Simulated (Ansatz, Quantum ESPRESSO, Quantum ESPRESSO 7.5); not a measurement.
## From contact to tunnelling: vacuum gaps between two Na(110) faces

Aim: how the conductance falls as the barrier grows, for vacuum gaps between two Na(110) faces.

Program: Quantum ESPRESSO 7.5. Level of theory: plane-wave DFT, PBE, GBRV ultrasoft pseudopotentials (cross-check by Ansatz 0.2.0 with PAW datasets). Results are calculated unless marked as measured.

### Step 1. The starting structure

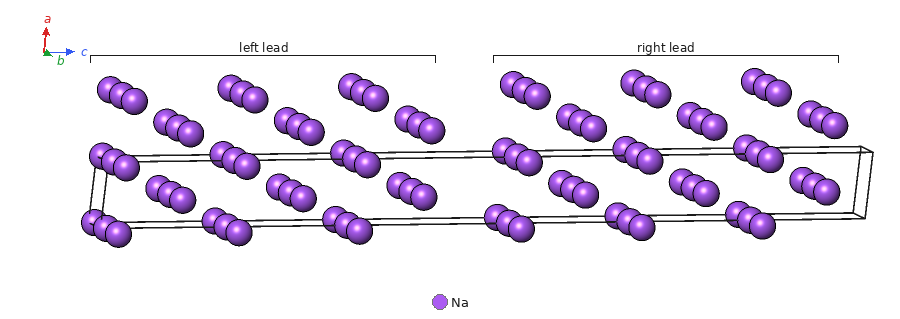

Start, viewed from the side, with the c axis across the page; sodium purple. 2×2×1 cells are drawn. Some periodic images of atoms are drawn too.

The cell holds 12 atoms: 12 Na. Its edges and angles: a = 4.200 Å, b = 3.637 Å, c = 37.668 Å, α = 90.0°, β = 90.0°, γ = 54.7°. It derives from Na. Regions: left lead, 6 atoms (6 Na); right lead, 6 atoms (6 Na). The structure is stacked along c, and the current runs across the ab planes.

### Step 2. Self-consistent run, 5 Å

One periodic cell holds a stretch of lead, the junction and more lead; the atoms stay as built.

j0.scf.in

```
&control
  prefix = 'j0.scf'
  outdir = './out'
  pseudo_dir = './pseudo'
  calculation = 'scf'
  tprnfor = .true.
/
&system
  ibrav = 0
  nat = 12
  ntyp = 1
  ecutwfc = 40
  ecutrho = 200
  occupations = 'smearing'
  smearing = 'mv'
  degauss = 0.01
/
&electrons
  conv_thr = 1e-07
  mixing_beta = 0.25
  electron_maxstep = 120
  mixing_mode = 'local-TF'
/
ATOMIC_SPECIES
  Na  22.9898  na_pbe_v1.5.uspp.F.UPF
CELL_PARAMETERS angstrom
  4.20000000000000 0.00000000000000 0.00000000000000
  2.10000000000000 2.96984848098350 0.00000000000000
  0.00000000000000 0.00000000000000 37.66833329081850
ATOMIC_POSITIONS crystal
  Na  0.000000000000 0.000000000000 0.000000000000
  Na  0.500000000000 0.000000000000 0.078842046396
  Na  0.000000000000 0.000000000000 0.157684092792
  Na  0.500000000000 0.000000000000 0.236526139189
  Na  0.000000000000 0.000000000000 0.315368185585
  Na  0.500000000000 0.000000000000 0.394210231981
  Na  0.000000000000 0.000000000000 0.526947721623
  Na  0.500000000000 0.000000000000 0.605789768019
  Na  0.000000000000 0.000000000000 0.684631814415
  Na  0.500000000000 0.000000000000 0.763473860811
  Na  0.000000000000 0.000000000000 0.842315907208
  Na  0.500000000000 0.000000000000 0.921157953604
K_POINTS automatic
  7 8 1 0 0 0
```

Run with:

```bash
OMP_NUM_THREADS=1 mpirun -n 4 pw.x -nk 4 -in j0.scf.in > j0.scf.out
```

Output:

```text
Program PWSCF v.7.5 starts
[citation notice left out]

     Parallel version (MPI & OpenMP), running on       4 processor cores
     Number of MPI processes:                 4
     Threads/MPI process:                     1

     MPI processes distributed on     1 nodes
[...]
Current dimensions of program PWSCF are:
     Max number of different atomic species (ntypx) = 10
     Max number of k-points (npk) =  40000
     Max angular momentum in pseudopotentials (lmaxx) =  4
     Message from routine setup:
     using ibrav=0 with symmetry is DISCOURAGED, use correct ibrav instead

     K-points division:     npool     =       4
     Subspace diagonalization in iterative solution of the eigenvalue problem:
     a serial algorithm will be used

     G-vector sticks info
     --------------------
     sticks:   dense  smooth     PW     G-vecs:    dense   smooth      PW
     Sum         709     561    181               151593   108243   19835

     Using Slab Decomposition

     bravais-lattice index     =            0
     lattice parameter (alat)  =       7.9368  a.u.
     unit-cell volume          =    3170.7105 (a.u.)^3
     number of atoms/cell      =           12
     number of atomic types    =            1
     number of electrons       =       108.00
     number of Kohn-Sham states=           65
     kinetic-energy cutoff     =      40.0000  Ry
     charge density cutoff     =     200.0000  Ry
     scf convergence threshold =      1.0E-07
     mixing beta               =       0.2500
     number of iterations used =            8  local-TF  mixing
     Exchange-correlation=  SLA  PW   PBX  PBC
                           (   1   4   3   4   0   0   0)

     celldm(1)=   7.936850  celldm(2)=   0.000000  celldm(3)=   0.000000
     celldm(4)=   0.000000  celldm(5)=   0.000000  celldm(6)=   0.000000

     crystal axes: (cart. coord. in units of alat)
               a(1) = (   1.000000   0.000000   0.000000 )
               a(2) = (   0.500000   0.707107   0.000000 )
               a(3) = (   0.000000   0.000000   8.968651 )

     reciprocal axes: (cart. coord. in units 2 pi/alat)
               b(1) = (  1.000000 -0.707107  0.000000 )
               b(2) = (  0.000000  1.414214  0.000000 )
               b(3) = (  0.000000  0.000000  0.111499 )

     PseudoPot. # 1 for Na read from file:
     ./pseudo/na_pbe_v1.5.uspp.F.UPF
     Pseudo is Ultrasoft, Zval =  9.0
     Generated by new atomic code, or converted to UPF format
     Using radial grid of  819 points,  5 beta functions with:
                l(1) =   0
                l(2) =   0
                l(3) =   1
                l(4) =   1
                l(5) =   2
     Q(r) pseudized with  8 coefficients,  rinner =    1.250   1.250   1.250
                                                       1.250   1.250

     atomic species   valence    mass     pseudopotential
     Na                9.00    22.98980     Na( 1.00)

      4 Sym. Ops. (no inversion) found

   Cartesian axes

     site n.     atom                  positions (alat units)
         1        Na     tau(   1) = (   0.0000000   0.0000000   0.0000000  )
         2        Na     tau(   2) = (   0.5000000   0.0000000   0.7071068  )
         3        Na     tau(   3) = (   0.0000000   0.0000000   1.4142136  )
         4        Na     tau(   4) = (   0.5000000   0.0000000   2.1213203  )
         5        Na     tau(   5) = (   0.0000000   0.0000000   2.8284271  )
         6        Na     tau(   6) = (   0.5000000   0.0000000   3.5355339  )
         7        Na     tau(   7) = (   0.0000000   0.0000000   4.7260101  )
         8        Na     tau(   8) = (   0.5000000   0.0000000   5.4331169  )
         9        Na     tau(   9) = (   0.0000000   0.0000000   6.1402237  )
        10        Na     tau(  10) = (   0.5000000   0.0000000   6.8473304  )
        11        Na     tau(  11) = (   0.0000000   0.0000000   7.5544372  )
        12        Na     tau(  12) = (   0.5000000   0.0000000   8.2615440  )

     number of k points=    29  Marzari-Vanderbilt smearing, width (Ry)=  0.0100
                       cart. coord. in units 2pi/alat
        k(    1) = (   0.0000000   0.0000000   0.0000000), wk =   0.0357143
        k(    2) = (   0.0000000   0.1767767   0.0000000), wk =   0.0714286
        k(    3) = (   0.0000000   0.3535534   0.0000000), wk =   0.0714286
        k(    4) = (   0.0000000   0.5303301   0.0000000), wk =   0.0714286
        k(    5) = (   0.0000000  -0.7071068   0.0000000), wk =   0.0357143
        k(    6) = (   0.1428571  -0.1010153   0.0000000), wk =   0.0714286
        k(    7) = (   0.1428571   0.0757614   0.0000000), wk =   0.0714286
        k(    8) = (   0.1428571   0.2525381   0.0000000), wk =   0.0714286
        k(    9) = (   0.1428571   0.4293148   0.0000000), wk =   0.0714286
        k(   10) = (   0.1428571  -0.8081220   0.0000000), wk =   0.0714286
[...]
k(   29) = (   0.4285714  -0.4798225   0.0000000), wk =   0.0714286

     Dense  grid:   151593 G-vectors     FFT dimensions: (  36,  32, 324)

     Smooth grid:   108243 G-vectors     FFT dimensions: (  32,  27, 288)

     Estimated max dynamical RAM per process >     324.44 MB

     Estimated total dynamical RAM >       1.16 GB

     Initial potential from superposition of free atoms

     starting charge     107.9245, renormalised to     108.0000
     Starting wfcs are   60 randomized atomic wfcs +    5 random wfcs

     total cpu time spent up to now is        9.7 secs

     per-process dynamical memory:   223.3 Mb

     Self-consistent Calculation

     iteration #  1     ecut=    40.00 Ry     beta= 0.25
     Davidson diagonalization with overlap
     ethr =  1.00E-02,  avg # of iterations =  6.1

     Threshold (ethr) on eigenvalues was too large:
     Diagonalizing with lowered threshold

     Davidson diagonalization with overlap
     ethr =  1.83E-04,  avg # of iterations =  7.4

     total cpu time spent up to now is       76.8 secs

     total energy              =   -1144.13457101 Ry
     estimated scf accuracy    <       0.21276692 Ry

     iteration #  2     ecut=    40.00 Ry     beta= 0.25
[...]
total energy              =   -1144.12370309 Ry
     estimated scf accuracy    <       0.14346727 Ry

     iteration #  3     ecut=    40.00 Ry     beta= 0.25
[...]
total energy              =   -1144.12841895 Ry
     estimated scf accuracy    <       0.00145314 Ry

     iteration #  4     ecut=    40.00 Ry     beta= 0.25
[...]
total energy              =   -1144.12832731 Ry
     estimated scf accuracy    <       0.00163755 Ry

     iteration #  5     ecut=    40.00 Ry     beta= 0.25
[...]
total energy              =   -1144.12833558 Ry
     estimated scf accuracy    <       0.00019424 Ry

     iteration #  6     ecut=    40.00 Ry     beta= 0.25
[...]
total energy              =   -1144.12834107 Ry
     estimated scf accuracy    <       0.00003342 Ry

     iteration #  7     ecut=    40.00 Ry     beta= 0.25
[...]
total energy              =   -1144.12834616 Ry
     estimated scf accuracy    <       0.00000787 Ry

     iteration #  8     ecut=    40.00 Ry     beta= 0.25
[...]
total energy              =   -1144.12834685 Ry
     estimated scf accuracy    <       0.00000598 Ry

     iteration #  9     ecut=    40.00 Ry     beta= 0.25
[...]
total energy              =   -1144.12834772 Ry
     estimated scf accuracy    <       0.00000035 Ry

     iteration # 10     ecut=    40.00 Ry     beta= 0.25
[...]
End of self-consistent calculation

          k = 0.0000 0.0000 0.0000 ( 13439 PWs)   bands (ev):

   -51.8357 -51.8357 -51.6497 -51.6497 -51.6391 -51.6391 -51.6296 -51.6287
   -51.6220 -51.6220 -51.6110 -51.6110 -23.7573 -23.7571 -23.7433 -23.7433
   -23.7417 -23.7417 -23.5778 -23.5775 -23.5643 -23.5627 -23.5625 -23.5625
   -23.5624 -23.5562 -23.5562 -23.5522 -23.5521 -23.5521 -23.5461 -23.5461
   -23.5452 -23.5410 -23.5398 -23.5357 -23.5357 -23.5353 -23.5325 -23.5319
   -23.5304 -23.5303 -23.5279 -23.5279 -23.5222 -23.5222 -23.5171 -23.5171
    -1.8818  -1.7971  -1.6768  -1.4662  -1.2761  -0.9094  -0.6690  -0.1358
     0.1076   0.8534   1.0318   1.9770   2.1412   3.3554   3.5218   4.9000
     4.9744

          k = 0.0000 0.1768 0.0000 ( 13439 PWs)   bands (ev):

   -51.8354 -51.8354 -51.6495 -51.6495 -51.6388 -51.6388 -51.6294 -51.6284
   -51.6218 -51.6218 -51.6107 -51.6107 -23.7566 -23.7564 -23.7462 -23.7462
   -23.7452 -23.7451 -23.5767 -23.5765 -23.5644 -23.5644 -23.5633 -23.5620
   -23.5616 -23.5607 -23.5607 -23.5540 -23.5540 -23.5516 -23.5507 -23.5507
   -23.5472 -23.5419 -23.5417 -23.5397 -23.5393 -23.5352 -23.5344 -23.5337
   -23.5324 -23.5323 -23.5299 -23.5299 -23.5241 -23.5241 -23.5216 -23.5216
    -1.6072  -1.5229  -1.4031  -1.1936  -1.0043  -0.6394  -0.3999   0.1309
     0.3731   1.1160   1.2919   2.2244   2.4049   3.6076   3.7773   5.1420
     5.2182

          k = 0.0000 0.3536 0.0000 ( 13453 PWs)   bands (ev):

   -51.8348 -51.8348 -51.6488 -51.6488 -51.6382 -51.6382 -51.6287 -51.6278
   -51.6212 -51.6212 -51.6101 -51.6101 -23.7570 -23.7570 -23.7548 -23.7547
   -23.7497 -23.7497 -23.5741 -23.5740 -23.5719 -23.5719 -23.5691 -23.5691
   -23.5618 -23.5618 -23.5604 -23.5598 -23.5596 -23.5586 -23.5586 -23.5528
   -23.5521 -23.5520 -23.5477 -23.5463 -23.5430 -23.5430 -23.5392 -23.5389
   -23.5381 -23.5346 -23.5324 -23.5323 -23.5290 -23.5289 -23.5286 -23.5286
    -0.7918  -0.7087  -0.5905  -0.3841  -0.1971   0.1627   0.3996   0.9230
     1.1624   1.8953   2.0663   2.9675   3.1807   4.3503   4.5229   5.8376
     5.9161

          k = 0.0000 0.5303 0.0000 ( 13570 PWs)   bands (ev):

   -51.8342 -51.8341 -51.6482 -51.6482 -51.6375 -51.6375 -51.6280 -51.6272
   -51.6205 -51.6205 -51.6095 -51.6094 -23.7677 -23.7677 -23.7542 -23.7542
   -23.7531 -23.7530 -23.5828 -23.5828 -23.5737 -23.5737 -23.5726 -23.5726
   -23.5715 -23.5715 -23.5646 -23.5632 -23.5632 -23.5608 -23.5580 -23.5579
   -23.5573 -23.5568 -23.5534 -23.5533 -23.5508 -23.5474 -23.5433 -23.5431
   -23.5431 -23.5425 -23.5384 -23.5343 -23.5331 -23.5331 -23.5280 -23.5280
     0.5398   0.6209   0.7368   0.9379   1.1215   1.4720   1.7059   2.2148
     2.4524   3.1636   3.3345   4.2068   4.4106   4.6905   4.7664   4.8760
     5.0612

          k = 0.0000-0.7071 0.0000 ( 13568 PWs)   bands (ev):

   -51.8339 -51.8339 -51.6479 -51.6479 -51.6373 -51.6373 -51.6277 -51.6269
   -51.6203 -51.6203 -51.6092 -51.6092 -23.7722 -23.7721 -23.7561 -23.7560
   -23.7523 -23.7523 -23.5873 -23.5873 -23.5770 -23.5770 -23.5756 -23.5756
   -23.5704 -23.5704 -23.5695 -23.5651 -23.5651 -23.5650 -23.5588 -23.5580
   -23.5576 -23.5570 -23.5570 -23.5558 -23.5527 -23.5476 -23.5476 -23.5468
   -23.5452 -23.5444 -23.5381 -23.5350 -23.5350 -23.5342 -23.5276 -23.5276
     2.1513   2.2258   2.3345   2.5194   2.6153   2.6961   2.6991   2.8180
     3.0206   3.0243   3.2073   3.2569   3.5611   3.7284   3.7797   3.9903
     4.2806

          k = 0.1429-0.1010 0.0000 ( 13466 PWs)   bands (ev):

   -51.8355 -51.8355 -51.6495 -51.6495 -51.6389 -51.6389 -51.6294 -51.6285
   -51.6219 -51.6219 -51.6108 -51.6108 -23.7567 -23.7566 -23.7474 -23.7474
   -23.7426 -23.7426 -23.5765 -23.5764 -23.5667 -23.5664 -23.5624 -23.5619
   -23.5619 -23.5582 -23.5581 -23.5554 -23.5554 -23.5535 -23.5480 -23.5480
   -23.5459 -23.5456 -23.5386 -23.5382 -23.5373 -23.5372 -23.5349 -23.5338
   -23.5302 -23.5302 -23.5296 -23.5296 -23.5251 -23.5251 -23.5189 -23.5189
    -1.6128  -1.5285  -1.4087  -1.1992  -1.0099  -0.6449  -0.4054   0.1253
     0.3676   1.1103   1.2862   2.2190   2.3974   3.5982   3.7659   5.1241
     5.1998

[...]
the Fermi energy is     1.3990 ev

!    total energy              =   -1144.12834865 Ry
     estimated scf accuracy    <       0.00000005 Ry
     smearing contrib. (-TS)   =       0.00005161 Ry
     internal energy E=F+TS    =   -1144.12840025 Ry

     The total energy is F=E-TS. E is the sum of the following terms:
     one-electron contribution =   -1188.55209609 Ry
     hartree contribution      =     597.87608948 Ry
     xc contribution           =    -171.69443827 Ry
     ewald contribution        =    -381.75795538 Ry

     convergence has been achieved in  10 iterations

     Forces acting on atoms (cartesian axes, Ry/au):

     atom    1 type  1   force =     0.00000000    0.00000000   -0.00061623
     atom    2 type  1   force =     0.00000000    0.00000000    0.00006171
     atom    3 type  1   force =     0.00000000    0.00000000    0.00007160
     atom    4 type  1   force =     0.00000000    0.00000000    0.00015849
     atom    5 type  1   force =     0.00000000    0.00000000    0.00024121
     atom    6 type  1   force =     0.00000000    0.00000000    0.00392723
     atom    7 type  1   force =     0.00000000    0.00000000   -0.00392622
     atom    8 type  1   force =     0.00000000    0.00000000   -0.00024140
     atom    9 type  1   force =     0.00000000    0.00000000   -0.00015830
     atom   10 type  1   force =     0.00000000    0.00000000   -0.00007223
     atom   11 type  1   force =     0.00000000    0.00000000   -0.00006097
     atom   12 type  1   force =     0.00000000    0.00000000    0.00061513

     Total force =     0.005637     Total SCF correction =     0.000479

[...]
=------------------------------------------------------------------------------=
   JOB DONE.
=------------------------------------------------------------------------------=
```

It took 5.4 min on 4 MPI ranks of Arm Neoverse N1, shared host; peak memory 1.4 GiB.

Read from the output:

- free energy: -15566.6592 eV
- Fermi energy: 1.399 eV

The run needed 10 iterations to bring the estimated error under 1e-07 Ry; the largest force on any atom, held or free, is 0.10 eV/Å.

[end of part 1 of 5]

[Logs are printed without paths, hosts, clocks, repeated set-up lines and the standing remarks that a program may print on its own settings, such as how far it seeks lower states.]

[Hosts, paths, dates, database ids (printed as entryN), source tags and the programs' standing remarks are cut or masked in the printed files.]

[Maps of the electrostatic potential energy from Ansatz leave out the sawtooth potential of an applied field or a dipole correction, so their vacuum need not be flat; planar profiles and work functions include it.]
